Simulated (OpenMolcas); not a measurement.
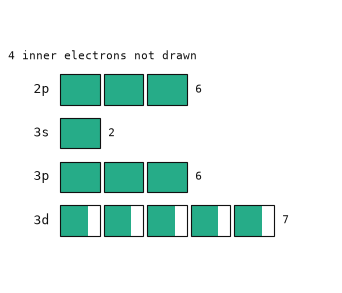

The outer shells of the leading configuration of the lowest level: a box for each of the 2l + 1 orbitals, shaded by the share of the shell that is filled, with the electron count at the right.

Multiconfigurational calculation for Co²⁺ complex (part 1 of 2)

Co²⁺ with 6 ligands (OH; tetragonal octahedron, 2.08 Å), neutralised by 6 outer point charges of +0.67 e, whose field is part of the energies. Computed at this level: state-averaged CASSCF, active space 7 electrons in the shell 3d, basis ANO-RCC-VDZP on the metal and ANO-RCC-VDZP on the ligands, DKH2 scalar Hamiltonian, spin-orbit coupling by RASSI with atomic mean-field integrals (OpenMolcas).

### Log (extracts)
```
--- SEWARD ---
Basis set label: CO.ANO-RCC...5S4P2D1F.

      Electronic valence basis set:
      ------------------
      Associated Effective Charge  27.000000 au
      Associated Actual Charge     27.000000 au
      Nuclear Model: Point charge

      Shell  nPrim  nBasis  Cartesian Spherical Contaminant
         s      21       5        X
         p      15       4        X
         d      10       2                 X
         f       6       1                 X
                  Relativistic Douglas-Kroll-Hess integrals:
                    - DKH order of Hamiltonian: 2
                    - DKH order of Properties : 0
                  Atomic mean-field integrals
--- RASSCF ---
Wave function specifications:
      -----------------------------

      Number of closed shell electrons          78
      Number of electrons in active shells       7
      Max number of holes in RAS1 space          0
      Max nr of electrons in RAS3 space          0
      Number of inactive orbitals               39
      Number of active orbitals                  5
      Number of secondary orbitals             104
      Spin quantum number                      1.5
      State symmetry                             1
Orbital specifications:
      -----------------------

      Symmetry species                           1   2
                                                ag  au
      Frozen orbitals                            0   0
      Inactive orbitals                         18  21
      Active orbitals                            5   0
      RAS1 orbitals                              0   0
      RAS2 orbitals                              5   0
      RAS3 orbitals                              0   0
      Secondary orbitals                        49  55
      Deleted orbitals                           0   0
      Number of basis functions                 72  76
      Number of CSFs                            10
      Number of root(s) required                10
      Iter CI   SX   CI       RASSCF       Energy    max ROT     max BLB   max BLB  Level Ln srch  Step   QN
          iter iter root      energy       change     param      element    value   shift minimum  type update
 Nr of preliminary CI iterations:   1
      Total energies have been shifted. Add                -1000.00 au
        1   1   12    0  -845.60557100    0.00E+00   4.81E-02   23  29 1  1.62E-01*  0.93   0.00    SX    NO
        2   1   13    0  -845.66683526   -6.13E-02* -1.84E-02    6  34 2  8.55E-02*  0.79   0.00    SX    NO
        3   1   12    0  -845.67868337   -1.18E-02*  1.02E-02   13  24 1  2.90E-02*  0.82   0.00    SX    NO
        4   1   11    0  -845.68134452   -2.66E-03* -7.01E-03   13  24 1  2.12E-02*  0.80   0.00    SX    NO
        5   1   11    0  -845.68217846   -8.34E-04* -1.03E-02   13  24 1  1.38E-02*  0.81   1.51    QN   YES
        6   1   10    0  -845.68268719   -5.09E-04* -4.10E-03   13  30 1  4.25E-03*  0.81   1.27    QN   YES
        7   1   10    0  -845.68276786   -8.07E-05* -3.33E-03   13  30 1  3.56E-03*  0.81   1.61    QN   YES
        8   1    9    0  -845.68280653   -3.87E-05* -2.11E-03   13  30 1  2.13E-03*  0.81   1.44    QN   YES
        9   1    9    0  -845.68281919   -1.27E-05* -1.10E-03   13  30 1  9.10E-04*  0.81   1.47    QN   YES
       10   1    8    0  -845.68282357   -4.37E-06*  4.08E-04   13  24 1 -3.09E-04*  0.81   1.45    QN   YES
       11   1    8    0  -845.68282501   -1.44E-06*  1.35E-04   10  30 1  2.20E-04*  0.81   1.44    QN   YES
       12   1    8    0  -845.68282548   -4.71E-07* -9.36E-05   13  30 1 -1.65E-04*  0.81   1.47    QN   YES
       13   1    7    0  -845.68282566   -1.76E-07*  6.49E-05   13  30 1 -1.05E-04*  0.81   1.51    QN   YES
       14   1    7    0  -845.68282573   -6.73E-08*  3.87E-05   10  34 1 -4.23E-05   0.81   1.42    QN   YES
       15   1    6    0  -845.68282574   -1.91E-08*  1.69E-05   10  30 1 -1.73E-05   0.81   1.40    QN   YES
       16   1    6    0  -845.68282575   -5.14E-09  -1.03E-05   16  35 2  1.13E-05   0.81   1.51    QN   YES
      Convergence after 16 iterations
       17   1    6    0  -845.68282575   -2.00E-09  -1.03E-05   10  34 1  7.08E-06   0.81   1.51    QN   YES
      Natural orbitals and occupation numbers for root  1
      sym 1:   1.048877   1.951123   1.000000   1.951123   1.048877
      Natural orbitals and occupation numbers for root  2
      sym 1:   1.000000   1.977059   1.977059   1.022941   1.022941
      Natural orbitals and occupation numbers for root  3
      sym 1:   1.939383   1.060617   1.000000   1.939383   1.060617
::    RASSCF root number  1 Total energy:  -1845.72662015
::    RASSCF root number  2 Total energy:  -1845.72614585
::    RASSCF root number  3 Total energy:  -1845.72481745
::    RASSCF root number  4 Total energy:  -1845.70617934
::    RASSCF root number  5 Total energy:  -1845.70077675
::    RASSCF root number  6 Total energy:  -1845.69954041
::    RASSCF root number  7 Total energy:  -1845.67393143
::    RASSCF root number  8 Total energy:  -1845.62737179
::    RASSCF root number  9 Total energy:  -1845.62587808
::    RASSCF root number 10 Total energy:  -1845.61699626
--- RASSCF ---
Wave function specifications:
      -----------------------------

      Number of closed shell electrons          78
      Number of electrons in active shells       7
      Max number of holes in RAS1 space          0
      Max nr of electrons in RAS3 space          0
      Number of inactive orbitals               39
      Number of active orbitals                  5
      Number of secondary orbitals             104
      Spin quantum number                      0.5
      State symmetry                             1
Orbital specifications:
      -----------------------

      Symmetry species                           1   2
                                                ag  au
      Frozen orbitals                            0   0
      Inactive orbitals                         18  21
      Active orbitals                            5   0
      RAS1 orbitals                              0   0
      RAS2 orbitals                              5   0
      RAS3 orbitals                              0   0
      Secondary orbitals                        49  55
      Deleted orbitals                           0   0
      Number of basis functions                 72  76
      Number of CSFs                            40
      Number of root(s) required                40
      Iter CI   SX   CI       RASSCF       Energy    max ROT     max BLB   max BLB  Level Ln srch  Step   QN
          iter iter root      energy       change     param      element    value   shift minimum  type update
 Nr of preliminary CI iterations:   1
      Total energies have been shifted. Add                -1000.00 au
        1   1   11    0  -845.56335985    0.00E+00   7.08E-03   22  28 1 -1.45E-02*  0.81   0.00    SX    NO
        2   1   11    0  -845.56393054   -5.71E-04*  4.29E-03    7  34 2 -8.40E-03*  0.82   0.00    SX    NO
        3   1   11    0  -845.56404697   -1.16E-04* -1.57E-03   22  28 1 -2.90E-03*  0.81   0.00    SX    NO
        4   1   10    0  -845.56407433   -2.74E-05*  9.98E-04    9  32 2 -1.60E-03*  0.81   0.00    SX    NO
        5   1   10    0  -845.56408149   -7.16E-06*  8.49E-04   22  28 1 -6.22E-04*  0.81   1.28    QN   YES
        6   1    9    0  -845.56408447   -2.98E-06*  1.42E-04    7  34 2  1.93E-04*  0.81   1.19    QN   YES
        7   1    8    0  -845.56408475   -2.82E-07* -1.20E-04   14  39 1  6.22E-05   0.81   1.65    QN   YES
        8   1    8    0  -845.56408490   -1.46E-07*  6.15E-05   22  28 1  5.78E-05   0.81   1.39    QN   YES
        9   1    7    0  -845.56408494   -3.98E-08*  3.05E-05    7  34 2 -3.04E-05   0.81   1.43    QN   YES
       10   1    7    0  -845.56408495   -1.33E-08*  1.95E-05   14  39 1  1.60E-05   0.81   1.51    QN   YES
       11   1    6    0  -845.56408495   -5.75E-09  -1.00E-05   22  28 1 -1.33E-05   0.81   1.56    QN   YES
      Convergence after 11 iterations
       12   1    6    0  -845.56408496   -2.03E-09  -1.00E-05    9  32 2  6.61E-06   0.81   1.56    QN   YES
      Natural orbitals and occupation numbers for root  1
      sym 1:   0.179499   1.923513   1.952751   1.919178   1.025059
      Natural orbitals and occupation numbers for root  2
      sym 1:   0.242874   1.872958   1.929482   1.920209   1.034476
      Natural orbitals and occupation numbers for root  3
      sym 1:   1.632159   1.880916   1.840800   1.120728   0.525397
::    RASSCF root number  1 Total energy:  -1845.65879203
::    RASSCF root number  2 Total energy:  -1845.64926746
::    RASSCF root number  3 Total energy:  -1845.63890671
::    RASSCF root number  4 Total energy:  -1845.63804113
::    RASSCF root number  5 Total energy:  -1845.63698586
::    RASSCF root number  6 Total energy:  -1845.63418974
::    RASSCF root number  7 Total energy:  -1845.63308259
::    RASSCF root number  8 Total energy:  -1845.63220738
::    RASSCF root number  9 Total energy:  -1845.61958696
::    RASSCF root number 10 Total energy:  -1845.61284187
::    RASSCF root number 11 Total energy:  -1845.61199505
::    RASSCF root number 12 Total energy:  -1845.61030462
::    RASSCF root number 13 Total energy:  -1845.59953067
::    RASSCF root number 14 Total energy:  -1845.59945710
::    RASSCF root number 15 Total energy:  -1845.59886919
::    RASSCF root number 16 Total energy:  -1845.59783169
::    RASSCF root number 17 Total energy:  -1845.59561247
::    RASSCF root number 18 Total energy:  -1845.59480258
::    RASSCF root number 19 Total energy:  -1845.58915282
::    RASSCF root number 20 Total energy:  -1845.58849162
::    RASSCF root number 21 Total energy:  -1845.57769061
::    RASSCF root number 22 Total energy:  -1845.57711883
::    RASSCF root number 23 Total energy:  -1845.57638666
::    RASSCF root number 24 Total energy:  -1845.57620671
::    RASSCF root number 25 Total energy:  -1845.57590070
::    RASSCF root number 26 Total energy:  -1845.57536729
::    RASSCF root number 27 Total energy:  -1845.57508781
::    RASSCF root number 28 Total energy:  -1845.57316571
::    RASSCF root number 29 Total energy:  -1845.51917854
::    RASSCF root number 30 Total energy:  -1845.51711304
```

(Continued in part 2.) Outcome of the run: converged.
